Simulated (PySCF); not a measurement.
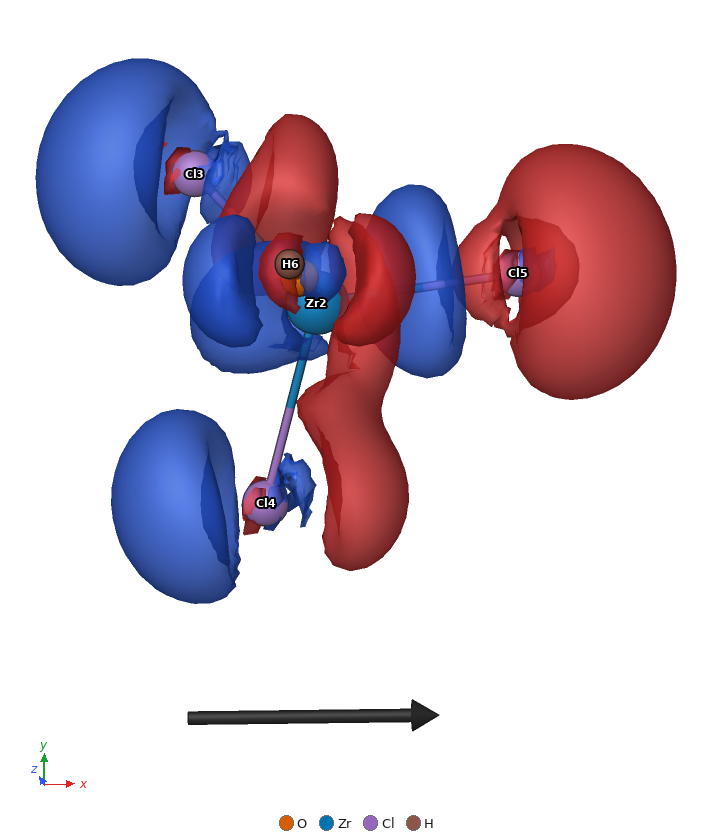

Figure 1: Cl3HOZr, SMILES `O[Zr](Cl)(Cl)Cl`. Change of the electron density in a uniform field of 0.21 V/Å along +x (arrow), surfaces at ±0.0015 e/Å³ (blue: gain, red: loss).

PySCF calculation, B3LYP/def2-SVPD, gas phase; geometry: GFN2-xTB. Core potentials replace the inner electrons of Zr; spin–orbit coupling isn't included. This is a single-reference result, which may miss multireference character in this system. No frequency check shows the geometry to be a minimum. GFN2-xTB bond lengths at metals and heavier atoms can be off by up to 0.1 Å and shapes distorted, which carries into these values.

Coordinates in Å:

```
O1      -0.0224    0.0020    2.1607
Zr2     -0.0014    0.0001    0.3400
Cl3     -1.3526    1.5037   -0.6770
Cl4     -0.6186   -1.9284   -0.6700
Cl5      1.9874    0.4233   -0.6534
H6      -0.0422    0.0029    3.1200
```

How large is the response?

The induced dipole is 0.86 D (along the field); α along this axis, from the fields in both directions, is 85 bohr³ (12.6 Å³).

Which atoms gain and lose the most charge?

Electrons gather most on Cl3 (Hirshfeld charge changes by −0.016 e) and leave Cl5 most (+0.024 e); 0.066 electrons are displaced in all.
